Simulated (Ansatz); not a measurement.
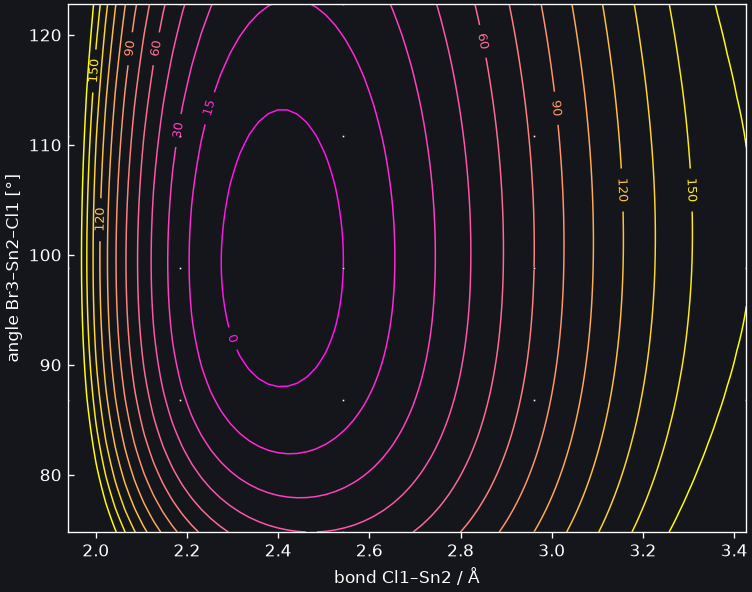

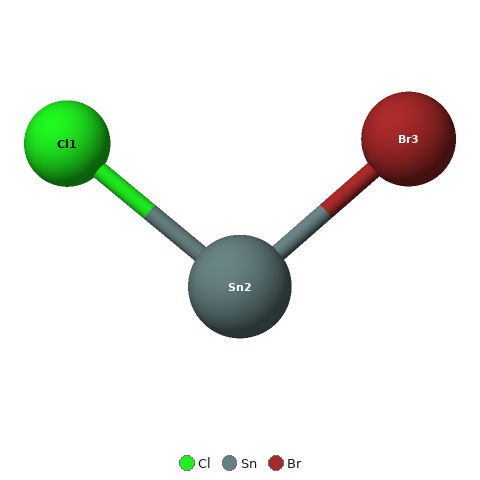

Energy landscape of BrClSn, SMILES [Cl][Sn][Br]. Two internal coordinates are moved rigidly from the geometry relaxed at PBE0-D4/def2-TZVP, all others fixed. Coordinates scanned: (1) bond Cl1–Sn2; (2) angle Br3–Sn2–Cl1. The scan uses a 5 × 5 grid. Points are written as (first, second). Energies are in kJ/mol, from the lowest grid point. Computed with RKS PBE-D4/def2-TZVPP in Ansatz.

The picture shows contour lines labelled in kJ/mol (none above 165), dots at the grid points. Between grid points the surface is interpolated. The second picture is the structure at the lowest point.

Q: Summarise what can be read from the map.

A: The lowest grid point is at (2.543 Å, 98.8°). The bottom of the well lies between grid points, at about (2.381 Å, 99°), about 8.9 kJ/mol lower on the interpolated surface. No other kind of well shows on this grid. The highest grid point, (1.938 Å, 74.8°), lies 294 kJ/mol above the lowest. Round the minimum the two coordinates are nearly uncoupled.

The input of one point:

```yaml
crystal:
  periodic: [false, false, false]
  atoms:
    - {symbol: Cl, position_ang: [0.580523, 1.710844, 0.495184]}
    - {symbol: Sn, position_ang: [-0.812484, 0.293349, -0.410407]}
    - {symbol: Br, position_ang: [0.450224, -1.835868, 0.050994]}
basis:
  gaussian: {orbitals: def2-TZVPP}
hamiltonian: {xc: pbe, dispersion: d4}
```
